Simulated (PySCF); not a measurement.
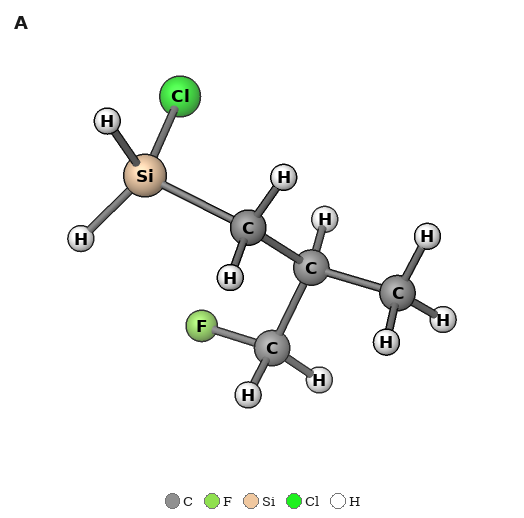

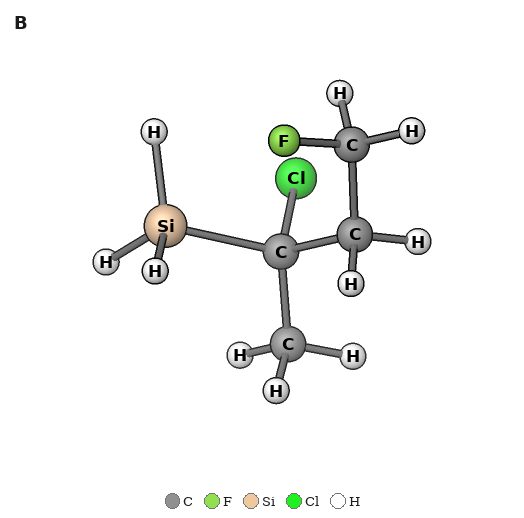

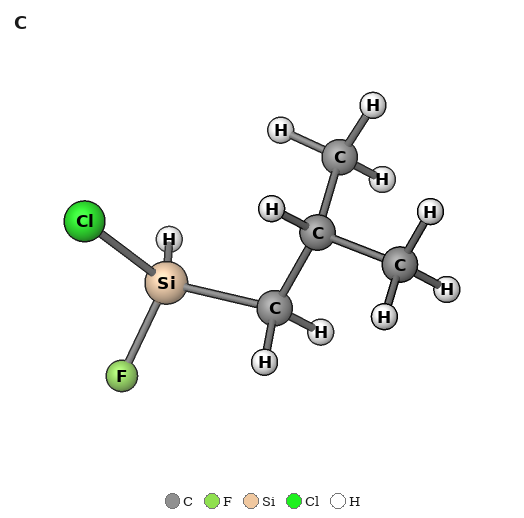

3 stationary structures of one formula. Geometries: GFN2-xTB. Electronic energies: PBE0/pcSseg-1 (PySCF 2.14.0), without zero-point energy. No frequency run is at hand to confirm each as a minimum. Each is one conformer, not always the lowest.

> How are they related?

They are constitutional isomers of C4H10ClFSi: A `C[C@@H](CF)C[SiH2]Cl`, B `C[C@]([SiH3])(Cl)CCF`, C `CC(C)C[Si@@H](F)Cl`.

> Which structure is the most stable?

C is lowest; A lies 47.5 kcal/mol above it, B lies 83.6 kcal/mol above it.

The geometry is semi-empirical. Around Si such bond lengths and angles can be off by a tenth of an ångström or more and by several degrees, and values that hang on the shape move with them.
